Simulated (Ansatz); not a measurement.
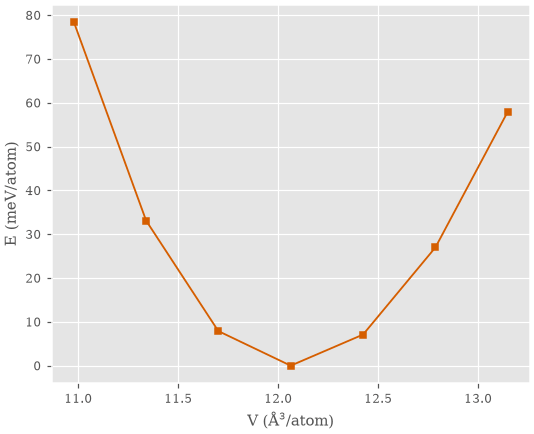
Cr (β-Sn type, I4_1/amd) under volume change, the program Ansatz at the r²SCAN level (PAW), shape and atoms relaxed at each volume.

What does a third-order Birch–Murnaghan fit give for V₀, B₀ and B′?

V₀ = 12.06 Å³/atom, B₀ = 220 GPa, B′ = 4.0.

The cell is a constructed one: a structure type filled with these elements; neither database checked (COD, Materials Project) lists it. It is not the phase usual at ambient conditions (space group No. 229). Symmetry was held in the r²SCAN relaxation. At this level the phase is dynamically unstable (imaginary phonons). The workflow began spin-polarised and lost its moments.

Potentials: the later of the program's two PAW sets.
